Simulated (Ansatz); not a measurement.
The reference is SiC (space group P6_3mc, No. 186; a = 3.078 Å, c = 10.076 Å). Axes: x lies along a and z along c of the hexagonal cell.

Now apply this change: tensile biaxial strain of 1.50 % in the plane normal to [001], as in epitaxy on a mismatched substrate; the out-of-plane cell vector and the atoms relax.

Computed with Ansatz (a program for electronic structure), PBEsol, PAW, cutoff 420 eV, without spin-orbit coupling.

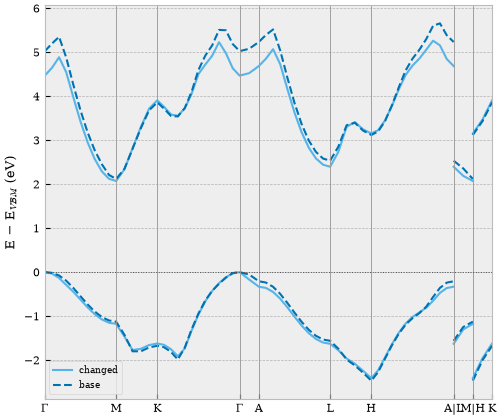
Fig. 1. Highest valence and lowest conduction band along the path, each from its own valence-band maximum

The gap is 2.07 eV, indirect, Γ → M; the base has 2.12 eV.

No phonon test of stability was made.
